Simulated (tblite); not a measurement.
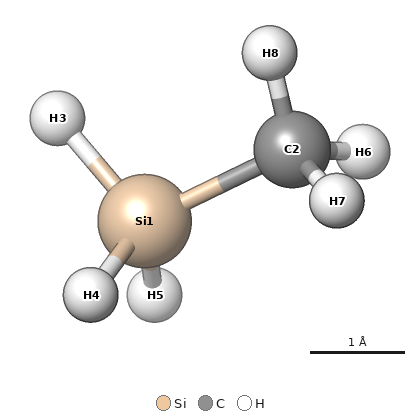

Figure 1. The structure as given in the input (ball-and-stick view, seen at a tilt; atoms are numbered from 1 in the order of the input). Bond lengths as drawn: C–H 1.09 to 1.12 Å, C–Si 1.85 Å and H–Si 1.46 to 1.49 Å.

Run report: CH$_{6}$Si, geometry relaxation

CH$_{6}$Si, computed with GFN2-xTB geometry optimisation, gas phase (tblite 0.8.0).

### The program's output
```
step      E/eV     max force
  0    -188.14272    1.484
  1    -188.19970    0.675
  2    -188.21591    0.542
  3    -188.23347    0.450
  4    -188.24222    0.269
  5    -188.24601    0.141
  6    -188.24833    0.205
  7    -188.25133    0.217
  8    -188.25423    0.207
  9    -188.25665    0.139
 10    -188.25820    0.115
 11    -188.25902    0.106
 12    -188.25951    0.069
 13    -188.25983    0.062
 14    -188.26008    0.053
 15    -188.26044    0.078
 16    -188.26090    0.096
 17    -188.26130    0.067
 18    -188.26154    0.048
 19    -188.26169    0.044
 20    -188.26190    0.077
 21    -188.26223    0.102
 22    -188.26263    0.091
 23    -188.26295    0.045
 24    -188.26313    0.048
 25    -188.26331    0.048
 26    -188.26369    0.097
 27    -188.26470    0.183
 28    -188.26802    0.398
 29    -188.26193    0.712
 30    -188.27361    0.364
 31    -188.27708    0.292
 32    -188.27738    0.535
 33    -188.28394    0.108
 34    -188.28572    0.131
 35    -188.28710    0.256
 36    -188.28831    0.147
 37    -188.28946    0.081
 38    -188.29084    0.047
 39    -188.29129    0.072
 40    -188.29166    0.074
 41    -188.29228    0.063
 42    -188.29255    0.030
 43    -188.29261    0.013
 44    -188.29262    0.010
 45    -188.29264    0.010
 46    -188.29265    0.010
 47    -188.29267    0.012
 48    -188.29268    0.008
 49    -188.29269    0.004
```

### Trajectory as extended XYZ (Å, eV, eV/Å), 26 frames, from step=0 to step=49
```
8
Properties=species:S:1:pos:R:3:forces:R:3 step=0 energy=-188.14272
Si    0.8713    0.0378   -0.0396    1.4370   0.2580   0.2680
C    -0.9745   -0.0423    0.0082   -1.2340  -0.1160  -0.7780
H     1.3499    0.1220    1.3651   -0.0480   0.0270  -0.2740
H     1.2966    1.2532   -0.7552    0.0090  -0.1630   0.0430
H     1.5173   -1.1532   -0.5903   -0.0610  -0.0030  -0.1560
H    -1.3328   -1.0691   -0.1413    0.0270   0.2860   0.2790
H    -1.4613    0.5461   -0.8160    0.3780  -0.3150   1.0570
H    -1.2592    0.3012    1.0039   -0.5080   0.0250  -0.4370
8
Properties=species:S:1:pos:R:3:forces:R:3 step=2 energy=-188.21591
Si    0.9023    0.0443   -0.0323    0.0530   0.0090   0.0370
C    -0.9932   -0.0456   -0.0052    0.3860  -0.1430   0.1230
H     1.3497    0.1232    1.3590    0.0820   0.0510   0.0480
H     1.2981    1.2497   -0.7549    0.0990   0.0190  -0.0460
H     1.5161   -1.1542   -0.5961   -0.0040  -0.0270  -0.1490
H    -1.3344   -1.0652   -0.1335   -0.1040  -0.0940   0.1220
H    -1.4546    0.5417   -0.7902   -0.0690   0.1570   0.1770
H    -1.2766    0.3016    0.9878   -0.4430   0.0290  -0.3120
8
Properties=species:S:1:pos:R:3:forces:R:3 step=4 energy=-188.24222
Si    0.9218    0.0475   -0.0268   -0.2320  -0.1080  -0.0840
C    -0.9783   -0.0563   -0.0048    0.1440  -0.0230   0.1170
H     1.3563    0.1277    1.3604    0.1440   0.0500   0.1630
H     1.3064    1.2495   -0.7582    0.1080   0.0460  -0.0480
H     1.5152   -1.1562   -0.6099   -0.0020   0.0290  -0.0940
H    -1.3422   -1.0702   -0.1211    0.0110  -0.0860   0.0040
H    -1.4546    0.5494   -0.7642    0.0230   0.0660  -0.1260
H    -1.3172    0.3041    0.9592   -0.1950   0.0270   0.0670
8
Properties=species:S:1:pos:R:3:forces:R:3 step=6 energy=-188.24833
Si    0.9193    0.0445   -0.0275   -0.0110   0.0170   0.0610
C    -0.9733   -0.0594   -0.0005   -0.1980   0.0380   0.0320
H     1.3649    0.1314    1.3669    0.0810   0.0250  -0.0230
H     1.3138    1.2505   -0.7609    0.0560  -0.0520   0.0120
H     1.5147   -1.1553   -0.6187   -0.0160   0.0350  -0.0730
H    -1.3430   -1.0746   -0.1174    0.0550   0.0080  -0.0120
H    -1.4514    0.5527   -0.7616    0.1080  -0.0640  -0.0720
H    -1.3377    0.3057    0.9544   -0.0740  -0.0070   0.0750
8
Properties=species:S:1:pos:R:3:forces:R:3 step=8 energy=-188.25423
Si    0.9127    0.0424   -0.0233    0.1300   0.0940   0.1310
C    -0.9817   -0.0592    0.0084   -0.1190   0.0400  -0.0210
H     1.3813    0.1373    1.3717    0.0080  -0.0080  -0.1600
H     1.3265    1.2468   -0.7625   -0.0150  -0.1290   0.0700
H     1.5123   -1.1506   -0.6339   -0.0660   0.0730  -0.0150
H    -1.3391   -1.0790   -0.1151    0.0190   0.0550  -0.0040
H    -1.4397    0.5512   -0.7681    0.0600  -0.1020  -0.0110
H    -1.3648    0.3068    0.9574   -0.0170  -0.0230   0.0100
8
Properties=species:S:1:pos:R:3:forces:R:3 step=10 energy=-188.25820
Si    0.9118    0.0447   -0.0143    0.0020   0.0170   0.0250
C    -0.9900   -0.0575    0.0154    0.1050   0.0030  -0.0010
H     1.3950    0.1414    1.3681    0.0210  -0.0160  -0.0480
H     1.3355    1.2373   -0.7599   -0.0240  -0.0540   0.0460
H     1.5062   -1.1422   -0.6460   -0.0840   0.0740   0.0260
H    -1.3356   -1.0799   -0.1137   -0.0100   0.0350   0.0060
H    -1.4286    0.5452   -0.7751   -0.0170  -0.0490  -0.0110
H    -1.3869    0.3065    0.9602    0.0080  -0.0100  -0.0420
8
Properties=species:S:1:pos:R:3:forces:R:3 step=12 energy=-188.25951
Si    0.9120    0.0464   -0.0102   -0.0490  -0.0140  -0.0150
C    -0.9880   -0.0566    0.0167    0.0540  -0.0110  -0.0040
H     1.4001    0.1415    1.3644    0.0450  -0.0110   0.0510
H     1.3365    1.2318   -0.7566   -0.0020   0.0340   0.0020
H     1.4996   -1.1359   -0.6478   -0.0520   0.0090   0.0050
H    -1.3348   -1.0779   -0.1130    0.0040  -0.0040   0.0100
H    -1.4261    0.5403   -0.7777   -0.0160  -0.0140  -0.0160
H    -1.3919    0.3059    0.9588    0.0170   0.0110  -0.0330
8
Properties=species:S:1:pos:R:3:forces:R:3 step=14 energy=-188.26008
Si    0.9103    0.0470   -0.0086    0.0190   0.0200   0.0190
C    -0.9853   -0.0569    0.0167   -0.0490  -0.0070  -0.0200
H     1.4051    0.1408    1.3654    0.0270  -0.0140   0.0270
H     1.3368    1.2314   -0.7548   -0.0030   0.0440   0.0000
H     1.4934   -1.1329   -0.6486   -0.0260  -0.0350  -0.0150
H    -1.3341   -1.0773   -0.1120    0.0140  -0.0260   0.0110
H    -1.4257    0.5369   -0.7794    0.0000  -0.0070  -0.0140
H    -1.3932    0.3064    0.9560    0.0170   0.0240  -0.0090
8
Properties=species:S:1:pos:R:3:forces:R:3 step=16 energy=-188.26090
Si    0.9091    0.0497   -0.0043    0.0830   0.0380   0.0310
C    -0.9846   -0.0580    0.0152   -0.0690   0.0050  -0.0170
H     1.4160    0.1384    1.3696   -0.0130  -0.0160  -0.0370
H     1.3373    1.2349   -0.7519   -0.0130   0.0200   0.0240
H     1.4810   -1.1312   -0.6516   -0.0050  -0.0400  -0.0140
H    -1.3318   -1.0792   -0.1092    0.0150  -0.0320   0.0130
H    -1.4250    0.5312   -0.7842    0.0050  -0.0040  -0.0190
H    -1.3946    0.3097    0.9510   -0.0020   0.0300   0.0180
8
Properties=species:S:1:pos:R:3:forces:R:3 step=18 energy=-188.26154
Si    0.9110    0.0533    0.0001    0.0200  -0.0040  -0.0180
C    -0.9859   -0.0587    0.0134    0.0070   0.0090   0.0100
H     1.4248    0.1352    1.3718   -0.0240  -0.0130  -0.0400
H     1.3366    1.2397   -0.7479   -0.0100   0.0120   0.0340
H     1.4695   -1.1319   -0.6545    0.0070  -0.0120   0.0000
H    -1.3288   -1.0826   -0.1059    0.0160  -0.0030   0.0200
H    -1.4248    0.5261   -0.7899    0.0050  -0.0100  -0.0150
H    -1.3951    0.3143    0.9475   -0.0200   0.0210   0.0080
8
Properties=species:S:1:pos:R:3:forces:R:3 step=20 energy=-188.26190
Si    0.9132    0.0543    0.0001   -0.0550  -0.0320  -0.0430
C    -0.9861   -0.0583    0.0133    0.0380   0.0060   0.0180
H     1.4258    0.1328    1.3698   -0.0070  -0.0110   0.0010
H     1.3353    1.2432   -0.7438    0.0010   0.0210   0.0200
H     1.4661   -1.1337   -0.6553    0.0120   0.0030  -0.0010
H    -1.3264   -1.0841   -0.1031    0.0150   0.0240   0.0250
H    -1.4245    0.5235   -0.7931    0.0080  -0.0200   0.0000
H    -1.3959    0.3179    0.9468   -0.0120   0.0090  -0.0190
8
Properties=species:S:1:pos:R:3:forces:R:3 step=22 energy=-188.26263
Si    0.9144    0.0546   -0.0025   -0.0830  -0.0280  -0.0260
C    -0.9846   -0.0568    0.0143    0.0170  -0.0010   0.0040
H     1.4290    0.1258    1.3649    0.0070  -0.0130   0.0380
H     1.3328    1.2528   -0.7318    0.0130   0.0140  -0.0050
H     1.4577   -1.1371   -0.6587    0.0240   0.0200  -0.0180
H    -1.3191   -1.0858   -0.0935   -0.0010   0.0350   0.0310
H    -1.4223    0.5144   -0.8007    0.0090  -0.0270   0.0150
H    -1.4006    0.3275    0.9425    0.0140   0.0010  -0.0410
8
Properties=species:S:1:pos:R:3:forces:R:3 step=24 energy=-188.26313
Si    0.9123    0.0545   -0.0040    0.0010   0.0060   0.0170
C    -0.9831   -0.0558    0.0151   -0.0190  -0.0050  -0.0100
H     1.4335    0.1197    1.3630   -0.0080  -0.0190   0.0150
H     1.3321    1.2602   -0.7224    0.0070  -0.0120  -0.0070
H     1.4508   -1.1377   -0.6633    0.0280   0.0290  -0.0260
H    -1.3136   -1.0859   -0.0840   -0.0230  -0.0020   0.0280
H    -1.4197    0.5053   -0.8065   -0.0050  -0.0120  -0.0060
H    -1.4049    0.3353    0.9367    0.0190   0.0160  -0.0110
8
Properties=species:S:1:pos:R:3:forces:R:3 step=26 energy=-188.26369
Si    0.9096    0.0546   -0.0033    0.0890   0.0230   0.0320
C    -0.9832   -0.0557    0.0151   -0.0170  -0.0070  -0.0090
H     1.4372    0.1126    1.3638   -0.0300  -0.0230  -0.0170
H     1.3328    1.2646   -0.7155   -0.0060  -0.0300   0.0040
H     1.4478   -1.1340   -0.6707    0.0220   0.0370  -0.0210
H    -1.3118   -1.0861   -0.0727   -0.0390  -0.0450   0.0170
H    -1.4178    0.4959   -0.8123   -0.0240   0.0050  -0.0400
H    -1.4073    0.3436    0.9303    0.0040   0.0410   0.0350
8
Properties=species:S:1:pos:R:3:forces:R:3 step=28 energy=-188.26802
Si    0.8999    0.0566   -0.0001    0.3910   0.0600   0.0460
C    -0.9845   -0.0550    0.0131   -0.0750  -0.0430   0.0150
H     1.4549    0.0454    1.3652   -0.1120  -0.0270  -0.1250
H     1.3340    1.3023   -0.6535   -0.0550  -0.1090   0.0430
H     1.4325   -1.1014   -0.7326   -0.0070   0.0950   0.0170
H    -1.3017   -1.0929    0.0273   -0.0730  -0.0310  -0.0360
H    -1.4081    0.4178   -0.8671   -0.0520  -0.0430  -0.0370
H    -1.4197    0.4227    0.8823   -0.0170   0.0980   0.0770
8
Properties=species:S:1:pos:R:3:forces:R:3 step=30 energy=-188.27361
Si    0.8991    0.0545   -0.0019    0.3610   0.0430   0.0300
C    -0.9859   -0.0565    0.0107   -0.0230  -0.0500   0.0520
H     1.4443    0.0085    1.3651   -0.0940  -0.0170  -0.1040
H     1.3333    1.3119   -0.6283   -0.0540  -0.0720   0.0400
H     1.4478   -1.0758   -0.7630   -0.0270   0.0610   0.0160
H    -1.3086   -1.0903    0.0800   -0.0600  -0.0370  -0.0760
H    -1.4087    0.3810   -0.8868   -0.0630  -0.0620  -0.0650
H    -1.4140    0.4621    0.8586   -0.0390   0.1330   0.1070
8
Properties=species:S:1:pos:R:3:forces:R:3 step=32 energy=-188.27738
Si    0.9074    0.0530   -0.0071    0.0810  -0.0010   0.0020
C    -0.9846   -0.0597    0.0077   -0.2780  -0.0230   0.1210
H     1.4277   -0.1214    1.3542   -0.0290   0.0060  -0.0420
H     1.3237    1.3633   -0.5200   -0.0210  -0.0400   0.0230
H     1.4594   -1.0017   -0.8641   -0.0200   0.0320   0.0050
H    -1.3124   -1.0818    0.2581    0.0640   0.4760  -0.2360
H    -1.4064    0.2349   -0.9646    0.0970  -0.2430   0.4200
H    -1.4074    0.6089    0.7703    0.1050  -0.2080  -0.2930
8
Properties=species:S:1:pos:R:3:forces:R:3 step=34 energy=-188.28572
Si    0.9098    0.0529   -0.0065   -0.0280  -0.0080  -0.0040
C    -0.9840   -0.0588    0.0105   -0.0020   0.0280   0.0380
H     1.4260   -0.0750    1.3559    0.0050  -0.0090   0.0460
H     1.3250    1.3417   -0.5600    0.0020   0.0380  -0.0070
H     1.4606   -1.0265   -0.8256    0.0070  -0.0230  -0.0410
H    -1.3148   -1.0800    0.1891   -0.0070   0.0590  -0.0770
H    -1.4097    0.2851   -0.9310    0.0150  -0.1070   0.0730
H    -1.4055    0.5560    0.8023    0.0090   0.0220  -0.0280
8
Properties=species:S:1:pos:R:3:forces:R:3 step=36 energy=-188.28831
Si    0.9128    0.0521   -0.0078   -0.0910  -0.0230  -0.0100
C    -0.9827   -0.0588    0.0120   -0.0360   0.0200   0.0280
H     1.4194   -0.1103    1.3542    0.0230  -0.0040   0.0460
H     1.3221    1.3547   -0.5320    0.0100   0.0390  -0.0030
H     1.4658   -1.0055   -0.8542    0.0000  -0.0190  -0.0310
H    -1.3182   -1.0727    0.2315    0.0250   0.1220  -0.0580
H    -1.4094    0.2408   -0.9456    0.0400  -0.0840   0.1140
H    -1.4024    0.5951    0.7765    0.0280  -0.0510  -0.0860
8
Properties=species:S:1:pos:R:3:forces:R:3 step=38 energy=-188.29084
Si    0.9130    0.0520   -0.0060   -0.0300  -0.0100  -0.0080
C    -0.9806   -0.0570    0.0160   -0.0190   0.0060  -0.0270
H     1.4222   -0.1355    1.3545    0.0100   0.0000  -0.0030
H     1.3210    1.3658   -0.5091    0.0020   0.0020   0.0130
H     1.4608   -0.9900   -0.8786   -0.0100   0.0070   0.0020
H    -1.3180   -1.0619    0.2563    0.0140   0.0150   0.0400
H    -1.4057    0.2006   -0.9511    0.0240   0.0140   0.0130
H    -1.4052    0.6215    0.7526    0.0090  -0.0340  -0.0310
8
Properties=species:S:1:pos:R:3:forces:R:3 step=40 energy=-188.29166
Si    0.9123    0.0518   -0.0049    0.0210   0.0040  -0.0020
C    -0.9797   -0.0561    0.0168   -0.0600  -0.0260  -0.0240
H     1.4250   -0.1630    1.3524   -0.0020   0.0050  -0.0390
H     1.3199    1.3767   -0.4830   -0.0030  -0.0230   0.0220
H     1.4557   -0.9721   -0.9031   -0.0130   0.0180   0.0230
H    -1.3167   -1.0535    0.2913    0.0200   0.0480   0.0410
H    -1.4012    0.1629   -0.9616    0.0230   0.0290   0.0240
H    -1.4081    0.6489    0.7268    0.0150  -0.0560  -0.0460
8
Properties=species:S:1:pos:R:3:forces:R:3 step=42 energy=-188.29255
Si    0.9113    0.0519   -0.0041    0.0200   0.0180   0.0040
C    -0.9798   -0.0567    0.0155   -0.0160  -0.0240   0.0080
H     1.4294   -0.1859    1.3462   -0.0010   0.0000  -0.0210
H     1.3190    1.3845   -0.4571    0.0020  -0.0060   0.0090
H     1.4475   -0.9555   -0.9224    0.0050  -0.0040   0.0070
H    -1.3128   -1.0438    0.3263   -0.0060   0.0180   0.0020
H    -1.3949    0.1333   -0.9703   -0.0090   0.0050  -0.0020
H    -1.4123    0.6677    0.7005    0.0030  -0.0080  -0.0080
8
Properties=species:S:1:pos:R:3:forces:R:3 step=44 energy=-188.29262
Si    0.9119    0.0521   -0.0049   -0.0050   0.0040  -0.0010
C    -0.9798   -0.0575    0.0151    0.0010  -0.0010   0.0030
H     1.4276   -0.1916    1.3442    0.0080  -0.0010  -0.0040
H     1.3182    1.3863   -0.4517    0.0070   0.0050   0.0030
H     1.4489   -0.9522   -0.9257    0.0070  -0.0050   0.0030
H    -1.3135   -1.0411    0.3343   -0.0080   0.0010  -0.0030
H    -1.3951    0.1274   -0.9716   -0.0090  -0.0050  -0.0020
H    -1.4110    0.6722    0.6949   -0.0020   0.0010   0.0010
8
Properties=species:S:1:pos:R:3:forces:R:3 step=46 energy=-188.29265
Si    0.9120    0.0524   -0.0053   -0.0040  -0.0060  -0.0040
C    -0.9797   -0.0578    0.0151   -0.0020   0.0060  -0.0060
H     1.4272   -0.1945    1.3433    0.0090   0.0010  -0.0020
H     1.3184    1.3877   -0.4490    0.0060   0.0030   0.0030
H     1.4502   -0.9511   -0.9272    0.0020   0.0030   0.0060
H    -1.3145   -1.0397    0.3374   -0.0040  -0.0050   0.0010
H    -1.3958    0.1239   -0.9720   -0.0040  -0.0030  -0.0010
H    -1.4103    0.6746    0.6923   -0.0030   0.0020   0.0030
8
Properties=species:S:1:pos:R:3:forces:R:3 step=48 energy=-188.29268
Si    0.9116    0.0528   -0.0055    0.0020  -0.0070  -0.0030
C    -0.9803   -0.0578    0.0150   -0.0050   0.0010  -0.0040
H     1.4296   -0.1961    1.3419    0.0030   0.0010  -0.0020
H     1.3198    1.3889   -0.4463    0.0000  -0.0030   0.0010
H     1.4505   -0.9502   -0.9278   -0.0010   0.0060   0.0050
H    -1.3157   -1.0390    0.3394    0.0020  -0.0030   0.0020
H    -1.3968    0.1208   -0.9726   -0.0010   0.0020  -0.0010
H    -1.4114    0.6760    0.6905   -0.0010   0.0030   0.0020
8
Properties=species:S:1:pos:R:3:forces:R:3 step=49 energy=-188.29269
Si    0.9115    0.0528   -0.0054    0.0010  -0.0030   0.0000
C    -0.9806   -0.0577    0.0149   -0.0020  -0.0010  -0.0030
H     1.4306   -0.1955    1.3416    0.0010   0.0010  -0.0010
H     1.3203    1.3886   -0.4464   -0.0010  -0.0020   0.0010
H     1.4503   -0.9502   -0.9272    0.0000   0.0030   0.0020
H    -1.3158   -1.0392    0.3389    0.0020  -0.0020   0.0010
H    -1.3969    0.1212   -0.9727   -0.0010   0.0020   0.0010
H    -1.4120    0.6754    0.6909    0.0000   0.0030   0.0000
```

This output came from the following input.

### The input
```
{"job": {"kind": "relax", "xc": "GFN2-xTB", "basis": "xTB"}, "charge": 0, "multiplicity": 1}
Si     0.871337     0.037768    -0.039639
C     -0.974517    -0.042315     0.008162
H      1.349909     0.122011     1.365066
H      1.296612     1.253173    -0.755233
H      1.517268    -1.153250    -0.590294
H     -1.332767    -1.069146    -0.141344
H     -1.461288     0.546060    -0.816030
H     -1.259181     0.301177     1.003924
```

The first line tells a small driver script what to run in tblite; the rest is the geometry in Å.

Launch command:
```bash
OMP_NUM_THREADS=1 python <driver script> task.json out
```

### Results in brief

| quantity | value |
| --- | --- |
| outcome | converged |
| total energy | −188.2927 eV |
| hardware | 1 CPU thread, shared host |
| peak memory | 0.18 GiB |
